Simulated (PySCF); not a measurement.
**F4H4O2Si (SMILES O->[Si](<-O)(F)(F)(F)F): density, localisation and related maps**

Input file:

```
{"job": {"kind": "nmr", "xc": "PBE0", "basis": "pcSseg-1"}, "charge": 0, "multiplicity": 1}
Si    -0.001084    -0.014946     0.003435
O     -0.095921     0.460360     1.866430
H     -1.048309     0.410345     2.052342
H      0.131057     1.404427     1.874651
O      0.102252    -0.487463    -1.861497
H     -0.030376    -1.449934    -1.848876
H      1.041498    -0.350223    -2.068287
F      1.659008    -0.043337     0.041741
F     -1.660555     0.018844    -0.019822
F      0.050491     1.606236    -0.352148
F     -0.050001    -1.639809     0.342931
```

Command:

```sh
OMP_NUM_THREADS=1 python probes_run.py task.json out
```

Geometry: PBE0-D3(BJ)/def2-SVP.

Level of theory: PySCF 2.14.0, PBE0/pcSseg-1, SCF density, gas phase, non-relativistic.

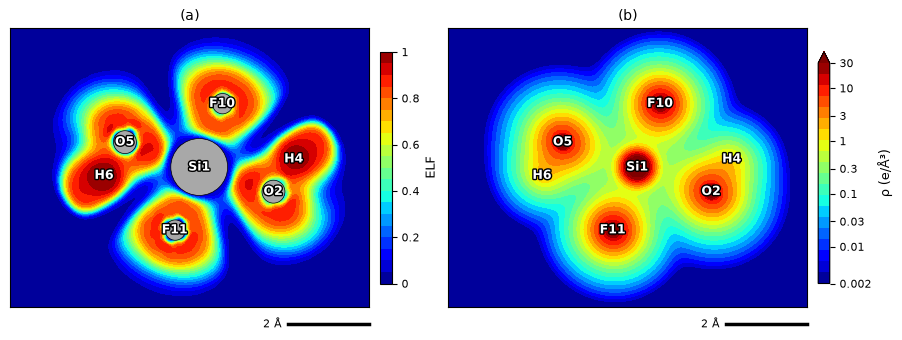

Figure 1. (a) ELF; (b) electron density on the plane of atoms O2, Si1 and F10. Grey discs cover the atomic cores in the ELF map.

Interpret the plot.

Answer.
- The section cuts through Si, O, H and F sites.
- Si–F (1.66 Å): ρ at the midpoint is about 0.99 e/Å³; the ELF peaks at about 0.85 in the valence shell of F, 0.6 Å from its nucleus, and is about 0.55 at the midpoint.
- Si–O (1.93 Å): the density is about 0.6 e/Å³ at the midpoint; the ELF peaks at about 0.90 in the valence shell of O, 0.6 Å from its nucleus, and is about 0.70 at the midpoint.
- O–H (0.97 Å): ρ is about 3.7 e/Å³ halfway; the ELF climbs to about 1 towards the hydrogen, as it does in any bond to H; a covalent bond by its length.
- The ELF also peaks beside F11, O2, O5 and F10, away from the bonds: lone-pair regions.

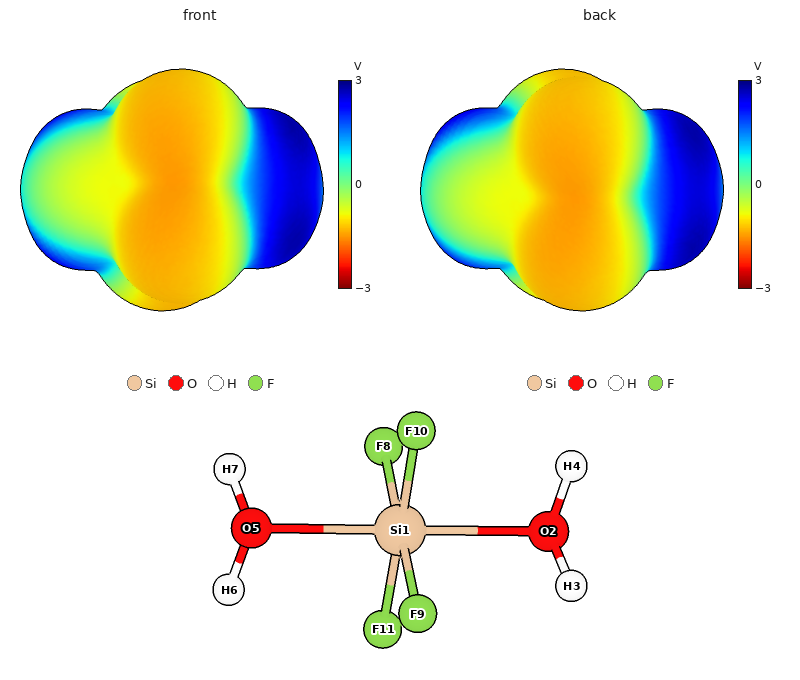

Figure 2. The molecular electrostatic potential painted on the density surface at 0.001 e/bohr³, seen from the front and from behind; red is negative and blue positive. The bare structure is drawn below in the same view.

Where is the surface potential most negative and most positive?

Answer. The most negative region (about −1.5 V) lies over F8, F9, F10 and F11, the most positive (about +2.7 V) over H3, H4, H6 and H7.
